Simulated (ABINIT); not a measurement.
# Quasiparticle gap of KI (Fm-3m) in ABINIT

Aim: the G0W0 gap of KI (Fm-3m) on PBE, step by step.

Method: PBE and many-body steps on it, plane waves, in ABINIT 10.8.3.

**1. Starting point**

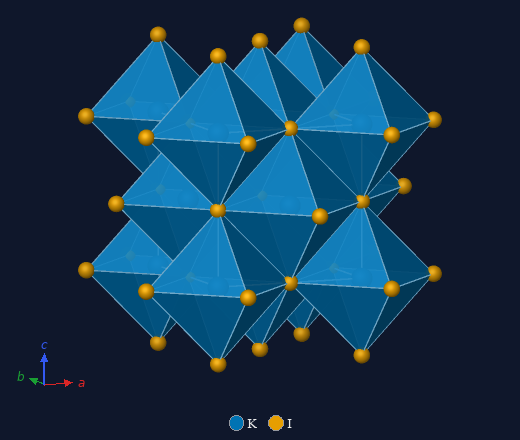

Start, viewed slightly off an axis; potassium blue, iodine orange. This picture shows the conventional cell, with its axes. Some periodic images of atoms are drawn too.

The cell and positions come from the Crystallography Open Database and are kept as given unless a step says otherwise. Spin-orbit coupling is left out unless a step names it.

**2. Ground state**

This step: ABINIT 10.8.3; DFT, PBE, plane waves, norm-conserving pseudopotentials.

The ground-state density comes first.

run.abi reads:

```
acell 3*1.0 Angstrom
rprim 
  0.000000000000 3.532775000000 3.532775000000
  3.532775000000 0.000000000000 3.532775000000
  3.532775000000 3.532775000000 -0.000000000000
ntypat 2
znucl 19 53
natom 2
typat 1 2
xred 
  0.000000000000 0.000000000000 0.000000000000
  0.500000000000 0.500000000000 0.500000000000
pp_dirpath "pseudos"
pseudos "K.upf, I.upf"
ecut 33
ngkpt 6 6 6
nshiftk 1
shiftk 0 0 0
kptopt 1
chksymbreak 0
nband 13
occopt 1
tolvrs 1e-10
nstep 60
prtwf 0
optforces 0
optstress 0
indata_prefix "in"
outdata_prefix "out"
tmpdata_prefix "tmp"
```

Launch:

```console
OMP_NUM_THREADS=1 mpirun -n 4 abinit run.abi > log
```

Numbers of over 12 decimals in the logs are rounded to 6 here.

Log:

```text
.Version 10.8.3 of ABINIT. v10.8.2 released Aug 2026.

 Symmetries : space group Fm -3 m (#225); Bravais cF (face-center cubic)
================================================================================
 Values of the parameters that define the memory need of the present run
     intxc =       0    ionmov =       0      iscf =       7    lmnmax =       6
     lnmax =       6     mgfft =      50  mpssoang =       3    mqgrid =    3001
     natom =       2  nloc_mem =       1    nspden =       1   nspinor =       1
    nsppol =       1      nsym =      48    n1xccc =    2501    ntypat =       2
    occopt =       1   xclevel =       2
-    mband =          13        mffmem =           1         mkmem =           4
       mpw =        5405          nfft =      125000          nkpt =          16
================================================================================
  Rough estimation (10% accuracy) of disk space for files :
================================================================================

--------------------------------------------------------------------------------
------------- Echo of variables that govern the present computation ------------
--------------------------------------------------------------------------------
 -outvars: echo values of preprocessed input variables --------
            acell      1.8897261259E+00  1.8897261259E+00  1.8897261259E+00 Bohr

      chksymbreak           0
             ecut      3.30000000E+01 Hartree
-          fftalg         312

              ixc     -101130
              kpt      0.00000000E+00  0.00000000E+00  0.00000000E+00
                       1.66666667E-01  0.00000000E+00  0.00000000E+00
                       3.33333333E-01  0.00000000E+00  0.00000000E+00
                       5.00000000E-01  0.00000000E+00  0.00000000E+00
                       1.66666667E-01  1.66666667E-01  0.00000000E+00
                       3.33333333E-01  1.66666667E-01  0.00000000E+00
                       5.00000000E-01  1.66666667E-01  0.00000000E+00
                      -3.33333333E-01  1.66666667E-01  0.00000000E+00
                      -1.66666667E-01  1.66666667E-01  0.00000000E+00
   [... 5 further rows ...]
                      -3.33333333E-01  3.33333333E-01  1.66666667E-01
                      -3.33333333E-01  5.00000000E-01  1.66666667E-01
         kptrlatt        6    0    0      0    6    0      0    0    6
          kptrlen      5.66475451E+01
P           mkmem           4
            natom           2
            nband          13
            ngfft          50      50      50
             nkpt          16
            nstep          60
             nsym          48
           ntypat           2
              occ      2.000000  2.000000  2.000000  2.000000  2.000000  2.000000
                       2.000000  2.000000  0.000000  0.000000  0.000000  0.000000
                       0.000000
        optforces           0
        optstress           0
            prtwf           0
            rprim      0.0000000000E+00  3.5327750000E+00  3.5327750000E+00
[...]
spgroup         225

           tolvrs      1.00000000E-10

             xred      0.0000000000E+00  0.0000000000E+00  0.0000000000E+00
[...]
znucl       19.00000   53.00000

================================================================================

 chkinp: Checking input parameters for consistency.

================================================================================
== DATASET  1 ==================================================================
-   mpi_nproc: 4, omp_nthreads: 1 (-1 if OMP is not activated)

--- !DatasetInfo
iteration_state: {dtset: 1, }
dimensions: {natom: 2, nkpt: 16, mband: 13, nsppol: 1, nspinor: 1, nspden: 1, mpw: 5405, }
cutoff_energies: {ecut:  33.0, pawecutdg:  -1.0, }
electrons: {nelect:   1.60000000E+01, charge:   0.00000000E+00, occopt:   1.00000000E+00, tsmear:   1.00000000E-02, }

 Real(R)+Recip(G) space primitive vectors, cartesian coordinates (Bohr,Bohr^-1):
 R(1)=  0.0000000  6.6759772  6.6759772  G(1)= -0.0748954  0.0748954  0.0748954
 R(2)=  6.6759772  0.0000000  6.6759772  G(2)=  0.0748954 -0.0748954  0.0748954
 R(3)=  6.6759772  6.6759772  0.0000000  G(3)=  0.0748954  0.0748954 -0.0748954
 Unit cell volume ucvol=  5.9507887E+02 bohr^3
 Angles (23,13,12)=  6.00000000E+01  6.00000000E+01  6.00000000E+01 degrees

 getcut: wavevector=  0.0000  0.0000  0.0000  ngfft=  50  50  50
         ecut(hartree)=     33.000   => boxcut(ratio)=   2.04876

--- Pseudopotential description ------------------------------------------------
- K Generated using ONCVPSP code by D. R. Hamann
- 19.00000   9.00000  171031                  znucl, zion, pspdat
12 -101130 2 -1 2222                          pspcod,pspxc,lmax,lloc,mmax
     nproj     2     2     2
  pspatm : epsatm=    8.42413758
         --- l  ekb(1:nproj) -->
[...]
pspatm: atomic psp has been read  and splines computed

- I Generated using ONCVPSP code by D. R. Hamann
- 53.00000   7.00000  171031                  znucl, zion, pspdat
12 -101130 2 -1 1196                          pspcod,pspxc,lmax,lloc,mmax
     nproj     2     2     2
  pspatm : epsatm=   19.17056757
         --- l  ekb(1:nproj) -->
[...]
2    4.134838    0.711910
 pspatm: atomic psp has been read  and splines computed

   4.41515282E+02                                ecore*ucvol(ha*bohr**3)
--------------------------------------------------------------------------------

_setup2: Arith. and geom. avg. npw (full set) are    5388.051    5388.035

================================================================================

--- !BeginCycle
iteration_state: {dtset: 1, }
solver: {iscf: 7, nstep: 60, nline: 4, wfoptalg: 0, }
tolerances: {tolvrs: 1.00E-10, }

     iter   Etot(hartree)      deltaE(h)  residm     vres2
 ETOT  1  -43.084150102588    -4.308E+01 2.534E-02 6.984E+01
 ETOT  2  -43.102403187570    -1.825E-02 2.146E-03 3.303E+00
 ETOT  3  -43.102515509612    -1.123E-04 1.060E-03 4.921E-01
 ETOT  4  -43.102523625818    -8.116E-06 4.845E-04 6.465E-02
 ETOT  5  -43.102525137926    -1.512E-06 6.316E-04 1.389E-03
 ETOT  6  -43.102525255408    -1.175E-07 5.937E-04 6.426E-05
 ETOT  7  -43.102525257404    -1.996E-09 7.598E-04 2.549E-06
 ETOT  8  -43.102525257521    -1.167E-10 5.321E-04 7.021E-08
 ETOT  9  -43.102525257525    -4.235E-12 5.695E-04 7.722E-10
 ETOT 10  -43.102525257523     1.855E-12 3.108E-04 2.422E-11

 At SCF step   10       vres2   =  2.42E-11 < tolvrs=  1.00E-10 =>converged.

--- !ResultsGS
iteration_state: {dtset: 1, }
comment   : Summary of ground state results
lattice_vectors:
- [  0.0000000,   6.6759772,   6.6759772, ]
- [  6.6759772,   0.0000000,   6.6759772, ]
- [  6.6759772,   6.6759772,  -0.0000000, ]
lattice_lengths: [   9.44126,    9.44126,    9.44126, ]
lattice_angles: [ 60.000,  60.000,  60.000, ] # degrees, (23, 13, 12)
lattice_volume:   5.9507887E+02
convergence: {deltae:  1.855E-12, res2:  2.422E-11, residm:  3.108E-04, diffor:  0.000E+00, }
etotal    :  -4.31025253E+01
entropy   :   0.00000000E+00
fermie    :   4.35632526E-03
cartesian_stress_tensor: null
pressure_GPa: null
xred      :
- [  0.0000E+00,   0.0000E+00,   0.0000E+00,  K]
- [  5.0000E-01,   5.0000E-01,   5.0000E-01,  I]
cartesian_forces: null
force_length_stats: {min: null, max: null, mean: null, }

 Integrated electronic density in atomic spheres:
 ------------------------------------------------
 Atom  Sphere_radius  Integrated_density
    1        2.00000          6.92264502
    2        2.00000          2.87372183
================================================================================

 ----iterations are completed or convergence reached----

 Mean square residual over all n,k,spin=   34.812E-07; max=  31.082E-05
 reduced coordinates (array xred) for    2 atoms
       0.000000000000      0.000000000000      0.000000000000
       0.500000000000      0.500000000000      0.500000000000
 rms dE/dt=  0.0000E+00; max dE/dt=  0.0000E+00; dE/dt below (all hartree)
    1       0.000000000000      0.000000000000      0.000000000000
    2       0.000000000000      0.000000000000      0.000000000000

 cartesian coordinates (angstrom) at end:
    1      0.000000     0.000000     0.000000
    2      3.532775     3.532775     3.532775
 length scales=  1.889726125908  1.889726125908  1.889726125908 bohr
              =  1.000000000000  1.000000000000  1.000000000000 angstroms
 prteigrs : about to open file out_EIG
 Fermi (or HOMO) energy (hartree) =   0.00436   Average Vxc (hartree)=  -0.26576
 Eigenvalues (hartree) for nkpt=  16  k points:
 kpt#   1, nband= 13, wtk=  0.00463, kpt=  0.0000  0.0000  0.0000 (reduced coord)
  -1.04300   -0.43616   -0.43616   -0.43616   -0.38166    0.00436    0.00436    0.00436
   0.14997    0.24342    0.24342    0.24342    0.26985
 prteigrs : prtvol=0 or 1, do not print more k-points.

--- !EnergyTerms
iteration_state     : {dtset: 1, }
comment             : Components of total free energy in Hartree
kinetic             :  1.34667133953278E+01
hartree             :  9.56437515154626E+00
xc                  : -1.04106413033510E+01
Ewald energy        : -2.74618377792638E+01
psp_core            :  7.41944137873510E-01
local_psp           : -3.51497426630674E+01
non_local_psp       :  6.14666380341155E+00
total_energy        : -4.31025252575232E+01
total_energy_eV     : -1.17287946295961E+03
band_energy         : -5.55993678185047E+00

== END DATASET(S) ==============================================================
================================================================================

 -outvars: echo values of variables after computation  --------
           etotal     -4.3102525258E+01
            nband          13
             nkpt          16
          spgroup         225
 [... the other variables as echoed above ...]

 Calculation completed.
```

Elapsed: 16 s, on 4 MPI ranks of Intel Xeon Platinum 8259CL at 2.50GHz (Skylake/Cascade Lake), shared host; peak memory 0.39 GiB.

Numbers from this step:

```yaml
total_energy: -1172.8795 eV
gap: 3.962 eV
k_of_the_valence_top: 0, 0, 0
k_of_the_conduction_bottom: 0, 0, 0
least_direct_gap: 3.962 eV
```

The gap is direct, at Γ.

**3. Bands along the symmetry lines**

Levels along a band path, at the cheap level, show where the edges lie and whether the meshes to come will hold them.

run.abi reads:

```
acell 3*1.0 Angstrom
rprim 
  0.000000000000 3.532775000000 3.532775000000
  3.532775000000 0.000000000000 3.532775000000
  3.532775000000 3.532775000000 -0.000000000000
ntypat 2
znucl 19 53
natom 2
typat 1 2
xred 
  0.000000000000 0.000000000000 0.000000000000
  0.500000000000 0.500000000000 0.500000000000
pp_dirpath "pseudos"
pseudos "K.upf, I.upf"
ecut 33
iscf -2
irdden 1
kptopt 0
nkpt 50
kpt 
  0.00000000 0.00000000 0.00000000
  0.06250000 0.00000000 0.06250000
  0.12500000 0.00000000 0.12500000
  0.18750000 0.00000000 0.18750000
  0.25000000 0.00000000 0.25000000
  0.31250000 0.00000000 0.31250000
  0.37500000 0.00000000 0.37500000
  0.43750000 0.00000000 0.43750000
  0.50000000 0.00000000 0.50000000
  0.51562500 0.03125000 0.51562500
  0.53125000 0.06250000 0.53125000
  0.54687500 0.09375000 0.54687500
  0.56250000 0.12500000 0.56250000
  0.57812500 0.15625000 0.57812500
  0.59375000 0.18750000 0.59375000
  0.60937500 0.21875000 0.60937500
  0.62500000 0.25000000 0.62500000
  0.37500000 0.37500000 0.75000000
  0.32812500 0.32812500 0.65625000
  0.28125000 0.28125000 0.56250000
  0.23437500 0.23437500 0.46875000
  0.18750000 0.18750000 0.37500000
  0.14062500 0.14062500 0.28125000
  0.09375000 0.09375000 0.18750000
  0.04687500 0.04687500 0.09375000
  0.00000000 0.00000000 0.00000000
  0.06250000 0.06250000 0.06250000
  0.12500000 0.12500000 0.12500000
  0.18750000 0.18750000 0.18750000
  0.25000000 0.25000000 0.25000000
  0.31250000 0.31250000 0.31250000
  0.37500000 0.37500000 0.37500000
  0.43750000 0.43750000 0.43750000
  0.50000000 0.50000000 0.50000000
  0.50000000 0.46875000 0.53125000
  0.50000000 0.43750000 0.56250000
  0.50000000 0.40625000 0.59375000
  0.50000000 0.37500000 0.62500000
  0.50000000 0.34375000 0.65625000
  0.50000000 0.31250000 0.68750000
  0.50000000 0.28125000 0.71875000
  0.50000000 0.25000000 0.75000000
  0.50000000 0.21875000 0.71875000
  0.50000000 0.18750000 0.68750000
  0.50000000 0.15625000 0.65625000
  0.50000000 0.12500000 0.62500000
  0.50000000 0.09375000 0.59375000
  0.50000000 0.06250000 0.56250000
  0.50000000 0.03125000 0.53125000
  0.50000000 0.00000000 0.50000000
istwfk *1
nband 15
nbdbuf 2
tolwfr 1e-08
nstep 40
prtwf 0
prtvol 0
indata_prefix "in"
outdata_prefix "out"
tmpdata_prefix "tmp"
```

Log:

```text
.Version 10.8.3 of ABINIT. v10.8.2 released Aug 2026.

 Symmetries : space group Fm -3 m (#225); Bravais cF (face-center cubic)
[... echo of the input left out ...]
== DATASET  1 ==================================================================
-   mpi_nproc: 4, omp_nthreads: 1 (-1 if OMP is not activated)

--- !DatasetInfo
iteration_state: {dtset: 1, }
dimensions: {natom: 2, nkpt: 50, mband: 15, nsppol: 1, nspinor: 1, nspden: 1, mpw: 5434, }
cutoff_energies: {ecut:  33.0, pawecutdg:  -1.0, }
electrons: {nelect:   1.60000000E+01, charge:   0.00000000E+00, occopt:   1.00000000E+00, tsmear:   1.00000000E-02, }

 Real(R)+Recip(G) space primitive vectors, cartesian coordinates (Bohr,Bohr^-1):
 R(1)=  0.0000000  6.6759772  6.6759772  G(1)= -0.0748954  0.0748954  0.0748954
 R(2)=  6.6759772  0.0000000  6.6759772  G(2)=  0.0748954 -0.0748954  0.0748954
 R(3)=  6.6759772  6.6759772  0.0000000  G(3)=  0.0748954  0.0748954 -0.0748954
 Unit cell volume ucvol=  5.9507887E+02 bohr^3
 Angles (23,13,12)=  6.00000000E+01  6.00000000E+01  6.00000000E+01 degrees

 getcut: wavevector=  0.0000  0.0000  0.0000  ngfft=  50  50  50
         ecut(hartree)=     33.000   => boxcut(ratio)=   2.04876

--- Pseudopotential description ------------------------------------------------
- K Generated using ONCVPSP code by D. R. Hamann
- 19.00000   9.00000  171031                  znucl, zion, pspdat
12 -101130 2 -1 2222                          pspcod,pspxc,lmax,lloc,mmax
     nproj     2     2     2
  pspatm : epsatm=    8.42413758
         --- l  ekb(1:nproj) -->
             0   10.871123    0.806704
             1    4.379001    0.553647
             2   -3.405842   -1.029115
 pspatm: atomic psp has been read  and splines computed

- I Generated using ONCVPSP code by D. R. Hamann
- 53.00000   7.00000  171031                  znucl, zion, pspdat
12 -101130 2 -1 1196                          pspcod,pspxc,lmax,lloc,mmax
     nproj     2     2     2
  pspatm : epsatm=   19.17056757
         --- l  ekb(1:nproj) -->
[...]
pspatm: atomic psp has been read  and splines computed

--------------------------------------------------------------------------------

================================================================================
 prteigrs : about to open file out_EIG
 Non-SCF case, kpt    1 (  0.00000  0.00000  0.00000), residuals and eigenvalues=
  5.37E-09  2.67E-09  4.64E-09  9.40E-09  4.74E-09  2.52E-09  6.27E-09  7.47E-09
  8.38E-09  9.04E-09  8.83E-09  4.72E-09  9.54E-09  7.63E-09  6.78E-09
 -1.0430E+00 -4.3616E-01 -4.3616E-01 -4.3616E-01 -3.8166E-01  4.3563E-03
  4.3563E-03  4.3563E-03  1.4997E-01  2.4342E-01  2.4342E-01  2.4342E-01
[...]
Non-SCF case, kpt    2 (  0.06250  0.00000  0.06250), residuals and eigenvalues=
  5.86E-09  5.62E-09  3.55E-09  7.76E-09  2.58E-09  5.97E-09  4.57E-09  7.00E-09
[...]
4.90E-09  4.19E-09  4.83E-09  7.10E-09  5.33E-09  9.61E-09  6.21E-09  4.97E-09
  8.77E-09  9.27E-09  2.45E-09  5.00E-09  8.16E-09  8.00E-09  2.97E-07
[...]
Non-SCF case, kpt   49 (  0.50000  0.03125  0.53125), residuals and eigenvalues=
[...]
Non-SCF case, kpt   50 (  0.50000  0.00000  0.50000), residuals and eigenvalues=
[...]
-1.0429E+00 -4.3783E-01 -4.3684E-01 -4.3684E-01 -3.7641E-01 -3.2245E-02
 -9.0923E-03 -9.0923E-03  1.8588E-01  2.1643E-01  3.0214E-01  3.2412E-01
[...]
--- !ResultsGS
iteration_state: {dtset: 1, }
comment   : Summary of ground state results
lattice_vectors:
- [  0.0000000,   6.6759772,   6.6759772, ]
- [  6.6759772,   0.0000000,   6.6759772, ]
- [  6.6759772,   6.6759772,  -0.0000000, ]
lattice_lengths: [   9.44126,    9.44126,    9.44126, ]
lattice_angles: [ 60.000,  60.000,  60.000, ] # degrees, (23, 13, 12)
lattice_volume:   5.9507887E+02
convergence: {deltae:  0.000E+00, res2:  0.000E+00, residm:  9.989E-09, diffor:  0.000E+00, }
etotal    :  -4.31025253E+01
entropy   :   0.00000000E+00
fermie    :   4.35632526E-03
cartesian_stress_tensor: null
pressure_GPa: null
xred      :
- [  0.0000E+00,   0.0000E+00,   0.0000E+00,  K]
- [  5.0000E-01,   5.0000E-01,   5.0000E-01,  I]
cartesian_forces: null
force_length_stats: {min: null, max: null, mean: null, }

 Integrated electronic density in atomic spheres:
 ------------------------------------------------
 Atom  Sphere_radius  Integrated_density
[...]
================================================================================

 ----iterations are completed or convergence reached----

 Mean square residual over all n,k,spin=   64.626E-10; max=  99.885E-10
 reduced coordinates (array xred) for    2 atoms
       0.000000000000      0.000000000000      0.000000000000
       0.500000000000      0.500000000000      0.500000000000

 cartesian coordinates (angstrom) at end:
    1      0.000000     0.000000     0.000000
    2      3.532775     3.532775     3.532775
 length scales=  1.889726125908  1.889726125908  1.889726125908 bohr
              =  1.000000000000  1.000000000000  1.000000000000 angstroms
 prteigrs : about to open file out_EIG
 Eigenvalues (hartree) for nkpt=  50  k points:
 kpt#   1, nband= 15, wtk=  1.00000, kpt=  0.0000  0.0000  0.0000 (reduced coord)
[...]
kpt#   2, nband= 15, wtk=  1.00000, kpt=  0.0625  0.0000  0.0625 (reduced coord)
[...]
kpt#   3, nband= 15, wtk=  1.00000, kpt=  0.1250  0.0000  0.1250 (reduced coord)
[...]
kpt#  49, nband= 15, wtk=  1.00000, kpt=  0.5000  0.0313  0.5313 (reduced coord)
  -1.04290   -0.43782   -0.43688   -0.43685   -0.37633   -0.03208   -0.00944   -0.00939
   0.18689    0.21750    0.30266    0.32353    0.32502    0.35623    0.35769
 kpt#  50, nband= 15, wtk=  1.00000, kpt=  0.5000  0.0000  0.5000 (reduced coord)
  -1.04290   -0.43783   -0.43684   -0.43684   -0.37641   -0.03225   -0.00909   -0.00909
   0.18588    0.21643    0.30214    0.32412    0.32811    0.35619    0.35619

== END DATASET(S) ==============================================================
================================================================================

 -outvars: echo values of variables after computation  --------
            nband          15
             nkpt          50
          spgroup         225
 [... the other variables as echoed above ...]

 Calculation completed.
```

Elapsed: 30 s, on 4 MPI ranks; peak memory 0.37 GiB; 2 min of CPU time.

This step gave:

* gap: 3.962 eV
* k of the valence top: 0, 0, 0
* k of the conduction bottom: 0, 0, 0
* least direct gap: 3.962 eV

The gap is 3.962 eV, as in the run before at this level.

The electronic bands at the labelled points (eV, zero at the top of the highest filled band; v1 is the highest filled band, c1 the lowest empty one):

| point | v4 | v3 | v2 | v1 | c1 | c2 | c3 | c4 |
| --- | --- | --- | --- | --- | --- | --- | --- | --- |
| Γ | -10.50 | 0.00 | 0.00 | 0.00 | 3.96 | 6.51 | 6.51 | 6.51 |
| X | -10.36 | -1.00 | -0.37 | -0.37 | 4.94 | 5.77 | 8.10 | 8.70 |
| U | -10.31 | -0.85 | -0.75 | -0.38 | 5.62 | 6.64 | 7.63 | 8.28 |
| jump to K | -10.31 | -0.85 | -0.75 | -0.38 | 5.62 | 6.64 | 7.63 | 8.28 |
| Γ | -10.50 | 0.00 | 0.00 | 0.00 | 3.96 | 6.51 | 6.51 | 6.51 |
| L | -10.23 | -1.32 | -0.34 | -0.34 | 5.52 | 7.72 | 8.16 | 8.16 |
| W | -10.30 | -0.73 | -0.73 | -0.60 | 6.47 | 6.47 | 6.64 | 8.19 |
| X | -10.36 | -1.00 | -0.37 | -0.37 | 4.94 | 5.77 | 8.10 | 8.70 |

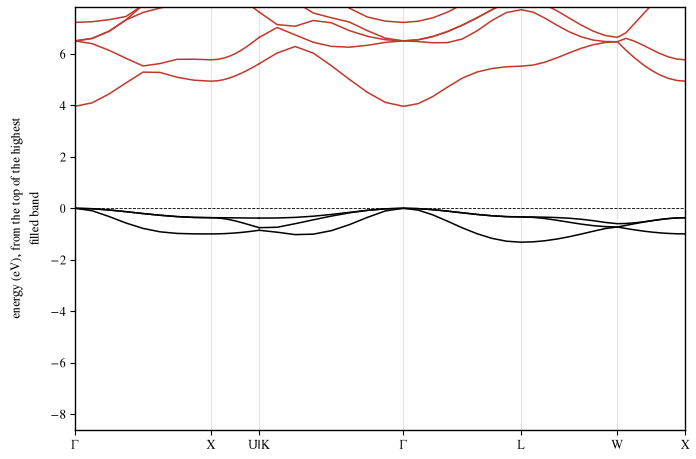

Electronic bands along the path; lines of filled and empty bands in two colours.

(Continued in part 2 of 2.)

[Paths, hosts, dates, memory and timing lines, banners, echoed tables and standing remarks are left out of the program output.]

[Logs are printed without paths, hosts, clocks, repeated set-up lines and the standing remarks that a program may print on its own settings, such as how far it seeks lower states.]

[Runs of the session that timed out or met a known fault of the program may be left out.]

[Hosts, paths, dates, database ids (printed as entryN), source tags and the programs' standing remarks are cut or masked in the printed files.]

[G0W0 gaps are taken among the corrected bands and points alone; a level outside them can change the order at an edge.]

[Where Ansatz stands beside ABINIT at settings called matched, ABINIT's density can come from a denser mesh and the files from another edition; pairs whose starting gaps differed by over 0.03 eV were left out, so agreement reads better than it is.]
